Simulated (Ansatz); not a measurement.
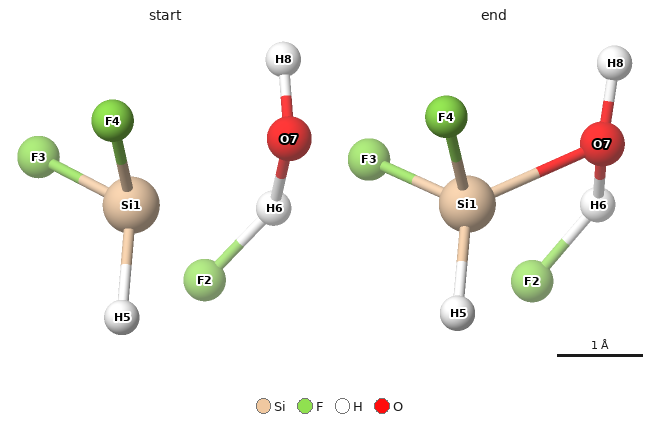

The structure of SiH$_{3}$OF$_{3}$ (coarse preliminary run) before (left) and after (right) a saddle-point search, at one scale.

The picture is a ball-and-stick view, seen at a tilt.

The reaction that was planned forms Si1–O7, F2–H6 and breaks Si1–F2, H6–O7 (atoms numbered from 1 in input order).

Computed with Ansatz, RKS PBE0-D4/def2-SVP. 

### Summarise the run.

The largest move after the best rigid fit is that of O7, 0.21 Å. Largest moves by element: O 0.21 Å, H 0.19 Å, Si 0.10 Å, F 0.10 Å. Among the contacts that change: Si1–O7 2.062 → 1.790 Å, Si1–H6 2.146 → 2.002 Å, H6–O7 1.272 → 1.149 Å, Si1–F2 2.001 → 1.900 Å. Bond angles that change, for instance: H6–O7–H8 115.9° → 129.9°, F4–Si1–H5 103.3° → 101.0°. The search converged after 15 steps with a largest force component of 0.00086 eV/Å and a curvature of −6.47 eV/Å² along the mode that it followed.
